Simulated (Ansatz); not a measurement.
**triplet BHOF2: levels of theory compared**

Wanted: a comparison of 6 runs (UB3LYP/6-31G*, UB3LYP/def2-SVPD, UHSE06/def2-SVPD, RPA@PBE/def2-SVPD, RPA@PBE0/def2-SVPD, UCCSD/def2-SVPD) of triplet BHOF2. 

The results are computed with Ansatz 0.2.0.

63 further runs of the same task are left out: 63 set aside as unsound or not needed.

## (1) The system as given

BHOF2 has 5 atoms, charge 0, and is taken as a triplet. SMILES of the parent species: `OB(F)F`. Geometry: relaxed at PBE0-D4/def2-TZVP. That shape belongs to the parent species and isn't relaxed for this state.

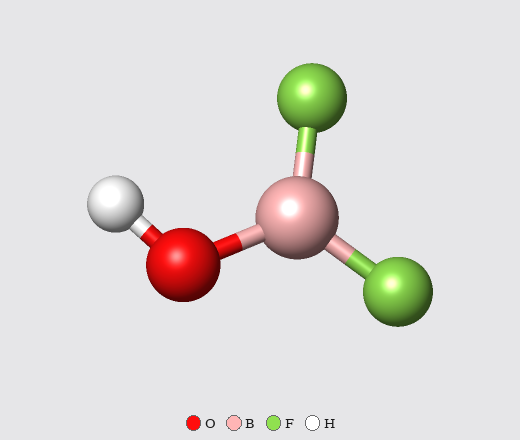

The structure, seen from a chosen angle (oxygen red, boron pink, fluorine green, hydrogen white).

## (2) The energy at UB3LYP/6-31G(d) (spherical functions) (run 1)

Input file job.yaml:

```yaml
crystal:
  periodic: [false, false, false]
  atoms:
    - {symbol: O, position_ang: [0.038630, 1.000750, 0.174310]}
    - {symbol: B, position_ang: [0.105760, -0.342460, 0.137210]}
    - {symbol: F, position_ang: [0.731030, -0.986880, 1.100700]}
    - {symbol: F, position_ang: [-0.439530, -1.051930, -0.843330]}
    - {symbol: H, position_ang: [-0.435890, 1.380520, -0.568880]}
basis:
  gaussian:
    orbitals: 6-31G_st_-spherical.json
magnetization:
  spin_polarized: true
  initial_magnetization: 2
hamiltonian:
  xc: {name: B3LYP}
accuracy: high
output: {orbitals: {seedname: orbitals}}
```

The basis set 6-31G* is read from a file made from the Basis Set Exchange's data (not shown).

Run with:

```bash
$ ansatz run job.yaml --threads 1 --pin off --max-ram 3480MiB --events-out events.jsonl --progress --plain --runs-dir runs
```

What it wrote:

```text
Warning: RAYON_NUM_THREADS=1 ignored (pool sized by the plan → 1); use --threads N
Functional definition: B3LYP
  name "B3LYP"
  parameter a0 = 0.2
  parameter ax = 0.72
  parameter ac = 0.81
  exchange = (1 - a0 - ax)*slater_x + ax*b88_x + a0*exact_x
  correlation = (1 - ac)*vwn_rpa_c + ac*lyp_c
1255 factors; integrals over basis functions are off by at most 2.7e-9 eV
mean field evaluation 1: about -8163.1572 eV, gradient 3.3e1 eV
mean field evaluation 2: about -8152.0636 eV, gradient 6.4e1 eV
mean field evaluation 4: about -8165.0103 eV, gradient 2.6e1 eV
mean field evaluation 8: about -8167.7985 eV, gradient 1.1e0 eV
mean field evaluation 16: about -8167.9471 eV, gradient 3.6e-2 eV
mean field evaluation 32: about -8168.1806 eV, gradient 4.6e-8 eV
mean field -8168.18063566 eV, -300.1751017688 hartree, gradient 4.6e-8 eV, S^2 2.002550; 7 other end points of the search recorded, 0 dependent functions left out
reference -8168.18066230 eV, -300.1751027477 hartree; 17, 15 occupied and 41, 43 virtual orbitals, 1255 factors
Total energy: -8168.18066230 eV, -300.1751027477 hartree
```

Run time: 16 s. Hardware: 1 thread of Arm Neoverse V2, shared host; peak memory 0.22 GiB.

## (3) A single-point energy at UB3LYP/def2-SVPD (run 2)

Input file input.yaml:

```yaml
crystal:
  periodic: [false, false, false]
  atoms:
    - symbol: O
      position_ang: [0.038630, 1.000750, 0.174310]
    - symbol: B
      position_ang: [0.105760, -0.342460, 0.137210]
    - symbol: F
      position_ang: [0.731030, -0.986880, 1.100700]
    - symbol: F
      position_ang: [-0.439530, -1.051930, -0.843330]
    - symbol: H
      position_ang: [-0.435890, 1.380520, -0.568880]
basis:
  gaussian:
    orbitals: def2-SVPD
magnetization:
  spin_polarized: true
  initial_magnetization: 2
hamiltonian:
  xc: {name: B3LYP}
accuracy: high
output: {orbitals: {seedname: orbitals}}
```

Run with:

```bash
$ ansatz run input.yaml --threads 1 --pin off --max-ram 3480MiB --events-out events.jsonl --progress --plain --runs-dir runs
```

What it wrote, shortened:

```text
Warning: RAYON_NUM_THREADS=1 ignored (pool sized by the plan → 1); use --threads N
[... 7 set-up lines as earlier in the session ...]
1902 factors; integrals over basis functions are off by at most 3.2e-9 eV
mean field evaluation 1: about -8157.2970 eV, gradient 3.6e1 eV
mean field evaluation 2: about -8135.4675 eV, gradient 8.0e1 eV
mean field evaluation 4: about -8159.1303 eV, gradient 3.0e1 eV
mean field evaluation 8: about -8163.5617 eV, gradient 2.5e0 eV
mean field evaluation 16: about -8163.6870 eV, gradient 1.8e-2 eV
mean field evaluation 32: about -8163.6870 eV, gradient 8.5e-5 eV
mean field evaluation 64: about -8162.9787 eV, gradient 1.0e0 eV
mean field -8163.68702474 eV, -300.0099646135 hartree, gradient 5.8e-8 eV, S^2 2.003141; 5 other end points of the search recorded, 0 dependent functions left out
reference -8163.68705496 eV, -300.0099657238 hartree; 17, 15 occupied and 80, 82 virtual orbitals, 1902 factors
Total energy: -8163.68705496 eV, -300.0099657238 hartree
```

Run time: 20 s. Hardware: 1 thread of Arm Neoverse V2, shared host; peak memory 0.37 GiB.

Runs 3 to 4 aren't shown in full; the table further down has their settings and results.

## (4) A single-point energy at RPA@PBE0/def2-SVPD (run 5)

Input file in.yaml:

```yaml
basis:
  gaussian:
    orbitals: def2-SVPD
crystal:
  periodic: [false, false, false]
  atoms:
    - {symbol: O, position_ang: [0.038630, 1.000750, 0.174310]}
    - {symbol: B, position_ang: [0.105760, -0.342460, 0.137210]}
    - {symbol: F, position_ang: [0.731030, -0.986880, 1.100700]}
    - {symbol: F, position_ang: [-0.439530, -1.051930, -0.843330]}
    - {symbol: H, position_ang: [-0.435890, 1.380520, -0.568880]}
magnetization:
  spin_polarized: true
  initial_magnetization: 2
hamiltonian:
  xc: {name: PBE0}
correlation:
  method: rpa
  frozen_orbitals: {B: 1, F: 1, H: 0, O: 1}
accuracy: high
```

Run with:

```bash
$ ansatz run in.yaml --threads 1 --pin off --max-ram 3480MiB --events-out events.jsonl --progress --plain --runs-dir runs
```

What it wrote, shortened:

```text
Warning: RAYON_NUM_THREADS=1 ignored (pool sized by the plan → 1); use --threads N
Functional definition: PBE0
  name "PBE0"
[...]
1902 factors; integrals over basis functions are off by at most 3.2e-9 eV
[...]
mean field -8155.26227686 eV, -299.7003608392 hartree, gradient 7.8e-8 eV, S^2 2.002966; 7 other end points of the search recorded, 0 dependent functions left out
4 core orbitals not correlated: weight in the atoms' cores, before any rotation towards them, 1.000 or more for the frozen orbitals, at most 0.000 for the correlated occupied ones
reference -8126.37482010 eV, -298.6387663838 hartree; 13, 11 occupied and 80, 82 virtual orbitals, 1902 factors
Total energy: -8150.20500954 eV, -299.5145096932 hartree
```

Wall time 39 s (1 thread of Arm Neoverse V2, shared host); peak memory 0.49 GiB.

## (5) The energy at UCCSD/def2-SVPD (run 6)

Input file run.yaml:

```yaml
crystal:
  periodic: [false, false, false]
  atoms:
    - {symbol: O, position_ang: [0.038630, 1.000750, 0.174310]}
    - {symbol: B, position_ang: [0.105760, -0.342460, 0.137210]}
    - {symbol: F, position_ang: [0.731030, -0.986880, 1.100700]}
    - {symbol: F, position_ang: [-0.439530, -1.051930, -0.843330]}
    - {symbol: H, position_ang: [-0.435890, 1.380520, -0.568880]}
basis:
  gaussian:
    orbitals: def2-SVPD
accuracy: high
magnetization:
  spin_polarized: true
  initial_magnetization: 2
scf:
  omitted_lower_state_checks: [cluster_reference, increment]
correlation:
  method: ccsd
  frozen_orbitals: {B: 1, F: 1, H: 0, O: 1}
```

Run with:

```bash
$ ansatz run run.yaml --threads 1 --pin off --max-ram 3480MiB --events-out events.jsonl --progress --plain --runs-dir runs
```

What it wrote:

```text
Warning: RAYON_NUM_THREADS=1 ignored (pool sized by the plan → 1); use --threads N
[... 13 lines left out ...]
4 core orbitals not correlated: weight in the atoms' cores, before any rotation towards them, 1.000 or more for the frozen orbitals, at most 0.000 for the correlated occupied ones
[... 34 lines left out ...]
Total energy: -8144.61911353 eV, -299.3092318012 hartree
Checks for a lower state left out: cluster_reference, increment
```

Wall time 1.7 min (1 thread of Arm Neoverse V2, shared host); peak memory 1.4 GiB.

## (6) All runs side by side

| run | level | frozen core orbitals | energy (Eh) | ⟨S²⟩ | wall time |
| --- | --- | --- | --- | --- | --- |
| 1 | UB3LYP/6-31G* (spherical functions) | – | -300.175103 | 2.003 | 16 s |
| 2 | UB3LYP/def2-SVPD | – | -300.009966 | 2.003 | 20 s |
| 3 | UHSE06/def2-SVPD | – | -299.688146 | 2.003 | 25 s |
| 4 | RPA@PBE/def2-SVPD | 4 | -299.584696 | 2.002 | 1.7 min |
| 5 | RPA@PBE0/def2-SVPD | 4 | -299.514510 | 2.003 | 39 s |
| 6 | UCCSD/def2-SVPD | 4 | -299.309232 | 2.006 | 1.7 min |

## (7) What came out

| quantity | value |
| --- | --- |
| run 6: total energy | -299.30923 Eh |
| run 6: correlation energy (4 core orbitals frozen) | -637.1 mEh |
| run 6: ⟨S²⟩ of the reference determinant | 2.006 |
| run 6: T1 diagnostic | 0.025 |

Totals of different functionals can't be ranked against each other. All runs together took 5.1 min, the longest 1.7 min.
